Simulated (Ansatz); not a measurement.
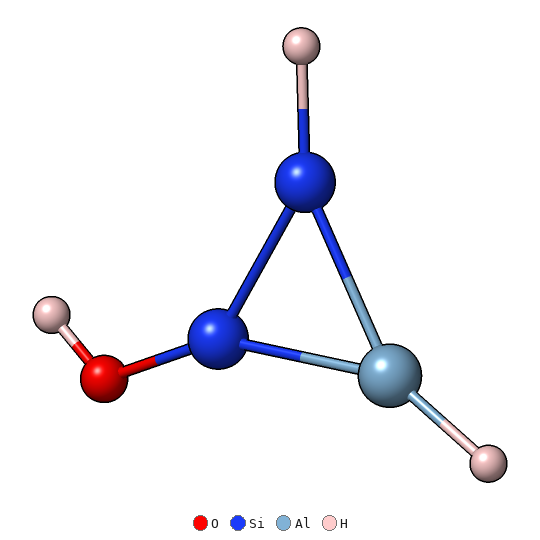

Rendered structure (ball-and-stick style).

The geometry was computed by an optimisation with PBE0-D4/def2-TZVP. No frequency run is at hand to confirm it as a minimum.

**Count the atoms of each element.**

AlH₃OSi₂, 7 atoms: 1 aluminium, 3 hydrogen, 1 oxygen and 2 silicon.

**Count the bonded pairs by element.**

2 Al–Si, 1 O–Si, 1 Si–Si, 1 O–H, 1 Si–H, 1 Al–H. Sticks follow a distance rule.

**How many sets of symmetry-equivalent atoms are there?**

7: 1 O, 1 Si, 1 Si, 1 Al, 1 H, 1 H, 1 H.

**Which point group does it belong to?**

Cs.

More results for the same structure follow; atom numbers are the same in all pictures, views and colours differ.

**Shape**

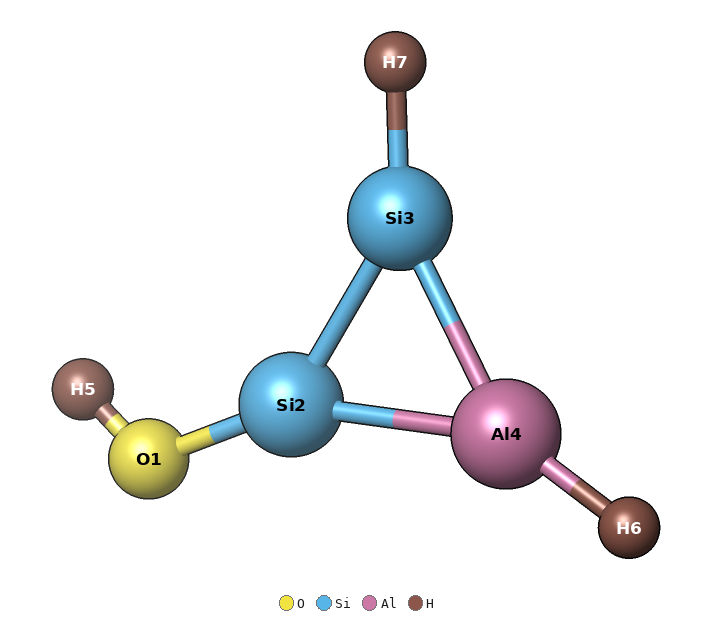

Atoms carry their numbers in the input. No frequency run is at hand to confirm it as a minimum.

**How are the neighbours of atom 1 arranged?**

O1 has 2 neighbours (Si2 at 1.64, H5 at 0.96 Å); the arrangement is bent.

**What is the dihedral angle O1–Si2–Si3–Al4?**

180° in size, that is anti.

**Electronic properties**

No frequency run is at hand to confirm it as a minimum. Method: RKS PBE0-D4/def2-TZVPP (Ansatz 0.2.0).

Predict the main results.

- HOMO energy (Kohn–Sham orbital): −6.11 eV
- LUMO energy (Kohn–Sham orbital): −1.31 eV
- HOMO–LUMO gap: 4.80 eV
- dispersion correction: −16.2 kJ/mol

**Dipole moment**

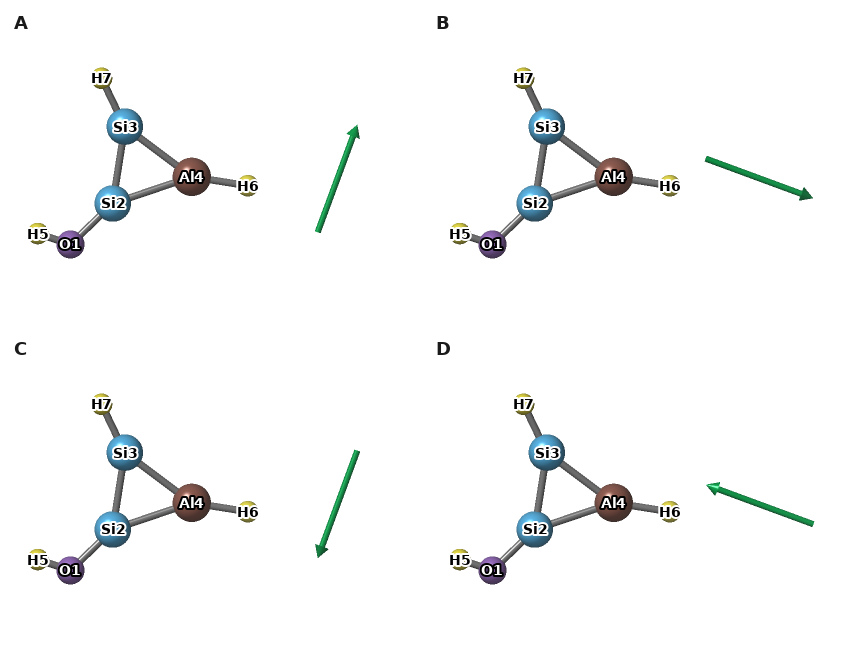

The same molecule four times, each with an arrow. No frequency run is at hand to confirm it as a minimum. Level of theory: RKS PBE0-D4/def2-TZVP (Ansatz 0.2.0).

**Which arrow points along the dipole moment, from the negative to the positive end?**

D. The dipole moment is 1.25 D; it points from the side of H6 to the side of H5 (the outermost atoms at the two ends).

**Charges**

The questions are on Mulliken charges. No frequency run is at hand to confirm it as a minimum. Method: RKS PBE0-D4/def2-TZVP (Ansatz 0.2.0).

Give the Mulliken charges atom by atom.

| atom | value (e) |
| --- | --- |
| O1 | −0.51 |
| Si2 | 0.23 |
| Si3 | −0.17 |
| Al4 | 0.18 |
| H5 | 0.33 |
| H6 | −0.07 |
| H7 | 0.01 |

Mulliken values depend strongly on the basis set and can even reverse the polarity of a bond.
